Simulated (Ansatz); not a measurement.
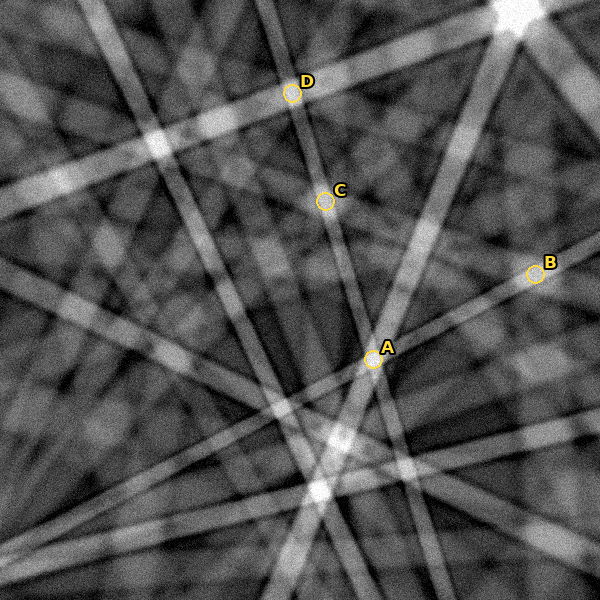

Simulated Kikuchi (electron backscatter) pattern at 15 kV: kinematic bands of width 2θ(Bragg) in gnomonic projection, seen from the camera side; the frame spans ±37° from its centre. Crystal: Zn2As2Se, space group P-3m1 (No. 164), a = 4.02 Å, c = 7.09 Å (hexagonal axes). Structure: the end point of a relaxation with DFT, PAW plane waves, r2scan (Ansatz 0.2.0); the starting structure was generated, so it need not be a known form of this composition.

```json
{"atom": "As", "site": "2d", "symmetry": "3m.", "x": "0.3333", "y": "0.6667", "z": "0.2394"}
{"atom": "Se", "site": "1a", "symmetry": "-3m.", "x": "0.0000", "y": "0.0000", "z": "0.0000"}
{"atom": "Zn", "site": "2d", "symmetry": "3m.", "x": "0.3333", "y": "0.6667", "z": "0.6062"}
```

Pole A is [121] and pole B is [011].

Index the poles C and D.

Answer. C is [111], 23.1° from A and 28.5° from B. D is [212], 37.4° from A and 38.7° from B.

Which band joins A and B, and how wide is it?

Answer. It comes from the planes common to both zones. The strongest order is 1 -1 1 with d = 3.124 Å, so the band is 2θ = 1.8° wide (λ = 0.0994 Å).
